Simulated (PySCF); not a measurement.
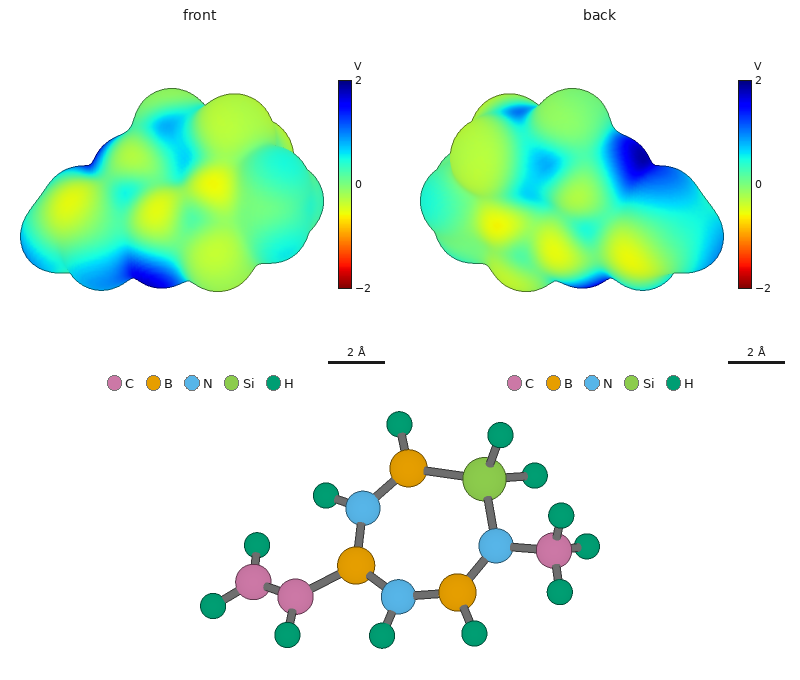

Figure 1: C3H12B3N3Si (SMILES C=CB1NB[SiH2]N(C)BN1). The electrostatic potential painted on the density surface at 0.002 e/bohr³, seen from the front and from behind; the colour scale runs from red (negative) to blue (positive). The bare structure is drawn below in the same view.

Geometry: GFN2-xTB.

The calculation used PBE0/pcSseg-1, SCF density, gas phase, non-relativistic (PySCF).

```yaml
atoms:
  - { symbol: C, position_ang: [3.8434, 0.1553, -1.2554] }
  - { symbol: C, position_ang: [2.8022, 0.8468, -0.8069] }
  - { symbol: B, position_ang: [1.3929, 0.2786, -0.3761] }
  - { symbol: N, position_ang: [1.2874, -1.1439, -0.1677] }
  - { symbol: B, position_ang: [0.2449, -1.9858, 0.2086] }
  - { symbol: Si, position_ang: [-1.5676, -1.4221, 0.6131] }
  - { symbol: N, position_ang: [-1.9048, 0.2969, 0.4650] }
  - { symbol: C, position_ang: [-3.2817, 0.6289, 0.7760] }
  - { symbol: B, position_ang: [-1.0335, 1.3319, 0.1059] }
  - { symbol: N, position_ang: [0.3615, 1.2287, -0.2303] }
  - { symbol: H, position_ang: [4.7743, 0.6205, -1.5433] }
  - { symbol: H, position_ang: [3.8195, -0.9182, -1.3723] }
  - { symbol: H, position_ang: [2.9329, 1.9246, -0.7470] }
  - { symbol: H, position_ang: [2.1747, -1.6012, -0.3336] }
  - { symbol: H, position_ang: [0.5036, -3.1365, 0.2843] }
  - { symbol: H, position_ang: [-2.0359, -1.7427, 1.9924] }
  - { symbol: H, position_ang: [-2.6271, -2.0501, -0.2287] }
  - { symbol: H, position_ang: [-3.9594, 0.0956, 0.1069] }
  - { symbol: H, position_ang: [-3.4579, 1.6973, 0.6732] }
  - { symbol: H, position_ang: [-3.5201, 0.3312, 1.7989] }
  - { symbol: H, position_ang: [-1.4715, 2.4294, 0.0715] }
  - { symbol: H, position_ang: [0.7119, 2.1542, -0.4361] }
```

Q: Which sites attract a positive test charge, and which a negative one?

A: A positive charge is drawn to the negative regions and a negative charge to the positive ones. The most negative region (about −0.6 V, or −14 kcal/mol for a unit charge) lies over C1, C2, N7 and N10, the most positive (about +1.7 V, or +39 kcal/mol for a unit charge) over H14 and H22.

Q: How polar is the molecule by this calculation?

A: Its dipole moment is 1.64 D.
